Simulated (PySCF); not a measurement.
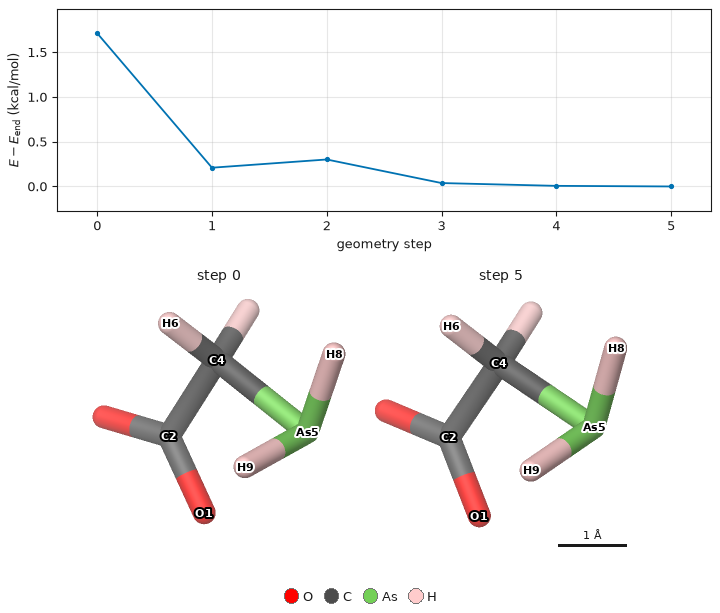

First and last geometry of a relaxation of C₂H₄AsO₂ (charge −1), with the history of the run. Style: stick. Shown from a free direction.

The start comes from GFN2-xTB.

Computed with PBE0-D3(BJ)/def2-SVP geometry optimisation, gas phase in PySCF. 

> Read the history and describe the run.

It converged. Over 5 geometry steps the energy falls by 1.71 kcal/mol. An O atom moves most after the best rigid fit: 0.12 Å. By element the largest moves are O 0.12 Å, As 0.11 Å, H 0.09 Å, C 0.05 Å. Some distances before and after: As–O 2.497 → 2.709 Å, As–H 1.498 → 1.525 Å, As–H 1.582 → 1.564 Å, As–C 1.950 → 1.965 Å. Among the angles between lasting bonds that change: C–C–As 100.0° → 106.1°, H–As–H 86.8° → 90.3°, O–C–C 119.7° → 116.6°. The run took of the order of 18 core-seconds on a shared host.

Limits of the set-up: the basis has no diffuse functions, which an anion needs.
